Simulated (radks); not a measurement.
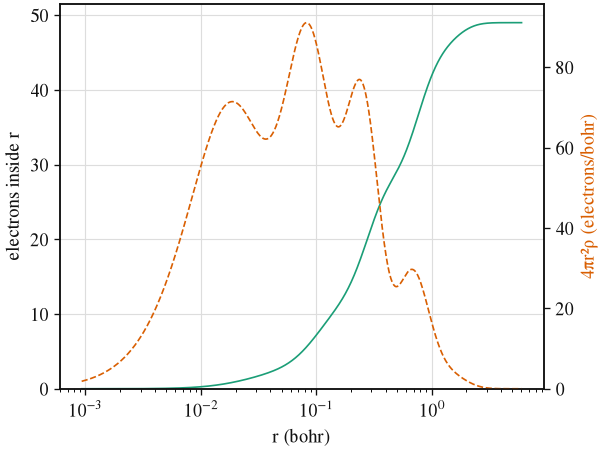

System: the xenon ion Xe⁵⁺, configuration [Kr] 4d10 5s2 5p1 (5p1/2: 1). Method: Dirac Kohn-Sham, BLYP, spin-unpolarised, spherical densities, finite nucleus; computed with the in-house radial solver radks.

The plot shows the number of electrons inside radius r (solid) and the radial density 4πr²ρ (dashed).

Read the plot.

The count levels off at 49 electrons. Half of them lie within 0.353 bohr, 90 % within 1.17 bohr and 99 % within 2.28 bohr. The radial density has minima at 0.0365, 0.155 and 0.495 bohr, where the count stands at 2.0, 11.2 and 29.0; these part the shells that the density resolves.
